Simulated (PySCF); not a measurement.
C$_{5}$H$_{9}$NOSi

Input file:

```
{"job": {"kind": "uv", "xc": "B3LYP", "basis": "def2-SVPD", "nstates": 8, "ntriplets": 3}, "charge": 0, "multiplicity": 1}
C      2.238357     0.570933     0.185253
O      1.332810    -0.161050    -0.609927
C      0.464017    -0.945795     0.128199
C     -0.790057    -1.394783    -0.524947
C     -0.866183    -0.354379     0.578036
Si    -1.311501     1.429280     0.099443
C     -1.346018    -0.782812     1.834911
N     -1.728474    -1.103358     2.867696
H      1.711318     1.252688     0.862187
H      2.871045    -0.100415     0.777100
H      2.857071     1.143685    -0.501878
H      0.960468    -1.624155     0.823398
H     -0.969033    -1.050970    -1.532022
H     -1.149455    -2.392987    -0.319869
H     -1.003208     2.281755     1.248978
H     -0.535120     1.803470    -1.076734
H     -2.743035     1.440924    -0.200272
```

Run with:

```sh
OMP_NUM_THREADS=1 python probes_run.py task.json out
```

Geometry: GFN2-xTB.

The calculation used B3LYP/def2-SVPD, SCF density, gas phase in PySCF 2.14.0.

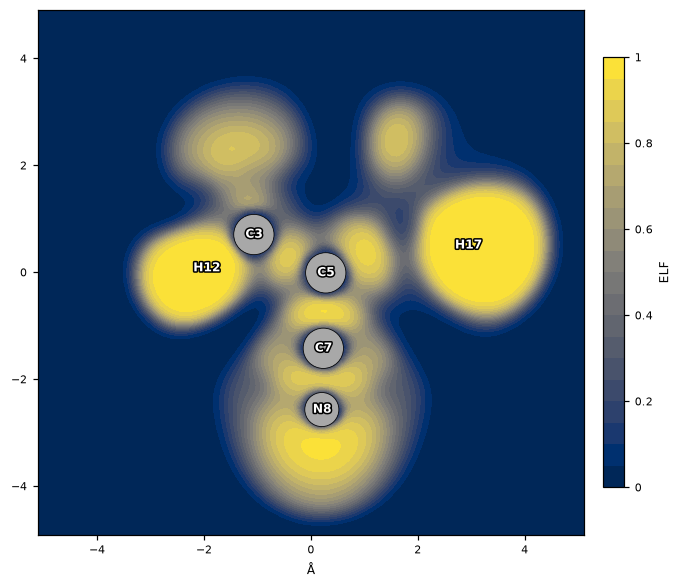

Figure 1. Electron localisation function on the plane of atoms C3, C5 and C7. Grey discs cover the atomic cores.

Q: What does the map show?

A: Atoms in the plane: C, N and H. C–N (1.15 Å): the ELF peaks at about 0.85 between the atoms (a multiple bond). C–C (1.41 Å): the ELF peaks at about 0.95 between the atoms, as expected for a covalent bond. C–H (1.09 Å): the ELF climbs to about 1 towards the hydrogen, as it does in any bond to H; an ordinary covalent bond to hydrogen. C–C (1.52 Å): the ELF peaks at about 0.85 between the atoms, as expected for a covalent bond. The ELF also peaks beside N8 and O2, away from the bonds: lone-pair regions.

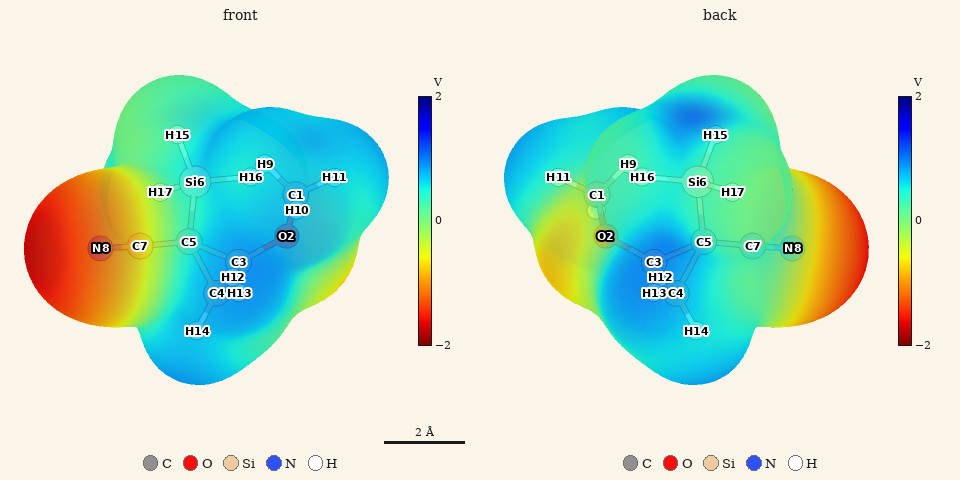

Figure 2. The electrostatic potential painted on the density surface at 0.001 e/bohr³, seen from the front and from behind; red is negative and blue positive.

Q: Describe the electrostatic potential map.

A: The most negative region (about −1.7 V) lies over N8, the most positive (about +1.0 V) over Si6 and H13. N8 is the likeliest acceptor of a hydrogen bond.

Q: How polar is the molecule by this calculation?

A: Its dipole moment is 3.69 D.
